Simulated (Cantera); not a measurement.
A closed system holds: 1 mol SiH₄, 0.03 mol C₃H₈, 9.5 mol H₂, at 0.100 bar.

Cantera equilibrium calculation (NASA polynomials, part measured and part estimated; ideal gas, pure solids and liquids). Candidate condensed phases: C, C₆H₆, C₇H₈, C₈H₁₈, Si, SiC; 87 gas species. Mutual solubility and eutectic melting of coexisting phases are not modelled. Gases not in the tables: Si₂H₆ and higher silanes. Kinetics and transport are ignored.

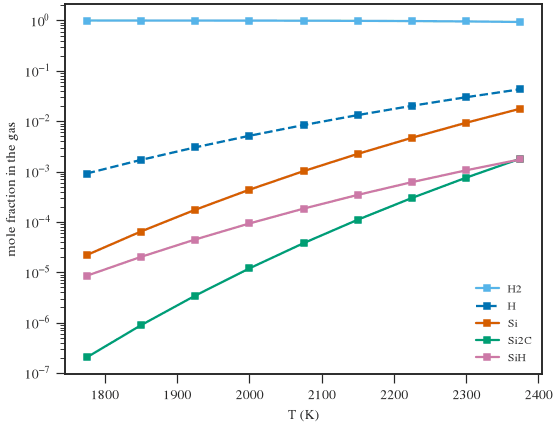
Figure. Equilibrium gas composition (values under 1e-9 drawn at 1e-9)

**Question.** Read off the mole fractions at 2375 K.

**Answer.** H₂ about 0.93, H about 0.043, Si about 0.018, Si₂C about 0.0018, SiH about 0.0017.
